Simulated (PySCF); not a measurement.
**PO (Phosphorus monoxide) at UPBE/cc-pVTZ**

What is the vertical doublet–quartet gap of PO (Phosphorus monoxide) at UPBE/cc-pVTZ? 

The results are computed with PySCF 2.14.0.

4 further runs of the same task are left out: 4 set aside as unsound or not needed.

## 1. The structure to begin with

The species is PO (2 atoms), meant as a doublet with charge 0. SMILES: `O=[P]`. The coordinates come from a PBE0-D4/def2-TZVP relaxation.

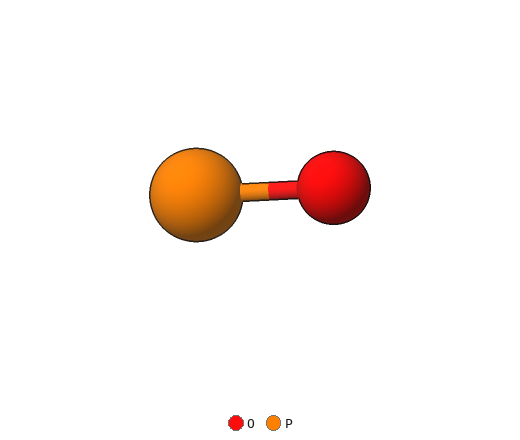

The structure, seen from a chosen angle (oxygen red, phosphorus orange).

## 2. A single-point energy at UPBE/cc-pVTZ

Input file calc.py:

```python
from pyscf import gto, dft

mol = gto.M(
    atom='O 0.000000 -0.000000 -0.009450; P -0.000000 0.000000 1.464540',
    spin=1,
    basis='cc-pvtz',
    verbose=4,
    max_memory=1860,
)

ks = dft.UKS(mol)
ks.xc = 'pbe'
ks.grids.level = 5
ks.conv_tol = 1e-10
ks.kernel()
if not ks.converged:
    ks = ks.newton().run(ks.mo_coeff, ks.mo_occ)

e_tot = ks.e_tot
print('E = %.10f Eh' % e_tot)
```

On the command line:

```
$ OMP_NUM_THREADS=1 python calc.py
```

Log:

```text
PySCF version 2.14.0

[INPUT] num. atoms = 2
[INPUT] num. electrons = 23
[INPUT] charge = 0
[INPUT] spin (= nelec alpha-beta = 2S) = 1
[INPUT] symmetry False subgroup None
[INPUT] Mole.unit = angstrom
[INPUT] Symbol           X                Y                Z      unit          X                Y                Z       unit  Magmom
[INPUT]  1 O      0.000000000000   0.000000000000  -0.009450000000 AA    0.000000000000   0.000000000000  -0.017857911877 Bohr   0.0
[INPUT]  2 P      0.000000000000   0.000000000000   1.464540000000 AA    0.000000000000   0.000000000000   2.767579498471 Bohr   0.0

nuclear repulsion = 43.0812049677406
number of shells = 18
number of NR pGTOs = 101
number of NR cGTOs = 64
basis = cc-pvtz
ecp = {}

[... 35 lines left out ...]
[... the frontier-level lines of each cycle are left out ...]
[... 3 lines left out ...]
[... 46 lines left out ...]
converged SCF energy = -416.351329260962  <S^2> = 0.75317418  2S+1 = 2.0031717
E = -416.3513292610 Eh
```

Run time: 6.3 s. Hardware: 1 thread of Arm Neoverse V2, shared host; peak memory 0.31 GiB.

## 3. The quartet

Input file run.py:

```python
from pyscf import gto, dft

mol = gto.M(
    atom='''
O      0.000000     0.000000    -0.017858
P      0.000000     0.000000     2.767579
''',
    unit='bohr',
    basis='cc-pvtz',
    max_memory=1860,
    verbose=3,
    spin=3,
)

calc0 = dft.UKS(mol, xc='pbe')
calc0.grids.level = 5
calc0.conv_tol = 1e-10
calc0.kernel()
if not calc0.converged:
    calc0 = calc0.newton().run(calc0.mo_coeff, calc0.mo_occ)

etot = calc0.e_tot
print('Final energy', etot)
```

On the command line:

```
$ OMP_NUM_THREADS=1 python run.py
```

Log:

```text
WARN: HOMO -0.158026484899241 >= LUMO -0.387019633085732

WARN: HOMO -0.0484782253173745 >= LUMO -0.152089660343227

WARN: HOMO -0.177436855962195 >= LUMO -0.306136958344728

WARN: HOMO -0.188268683725013 >= LUMO -0.314236775838808

WARN: HOMO -0.182914232934087 >= LUMO -0.310094979928559

WARN: HOMO -0.183791509438195 >= LUMO -0.310519073939815

WARN: HOMO -0.183358363477937 >= LUMO -0.309764923359223

WARN: HOMO -0.183491798397704 >= LUMO -0.309770859746038

WARN: HOMO -0.18349708785519 >= LUMO -0.309744610292642

WARN: HOMO -0.183502726067653 >= LUMO -0.309747612404303

WARN: HOMO -0.183502998068463 >= LUMO -0.309748043829844

WARN: HOMO -0.183502708415245 >= LUMO -0.309747632949399

converged SCF energy = -416.198385288176  <S^2> = 3.7549829  2S+1 = 4.0024907
Final energy -416.19838528817627
```

It took 6 s on 1 thread of Arm Neoverse V2, shared host; peak memory 0.31 GiB.

## 4. What came out

At UPBE/cc-pVTZ:

| quantity | value |
| --- | --- |
| doublet: total energy | -416.35133 Eh |
| doublet: dipole moment | 1.75 D |
| doublet: HOMO energy (highest over α and β) | -4.40 eV |
| doublet: LUMO energy (lowest over α and β) | -4.22 eV |
| doublet: ⟨S²⟩ | 0.753 |
| quartet: total energy | -416.19839 Eh |
| quartet: dipole moment | 1.40 D |
| quartet: HOMO energy (highest over α and β) | -4.99 eV |
| quartet: ⟨S²⟩ | 3.755 |
| vertical energy of the quartet above the doublet | 4.162 eV |

In words: At this shape the quartet lies 4.16 eV (402 kJ/mol) above the doublet.
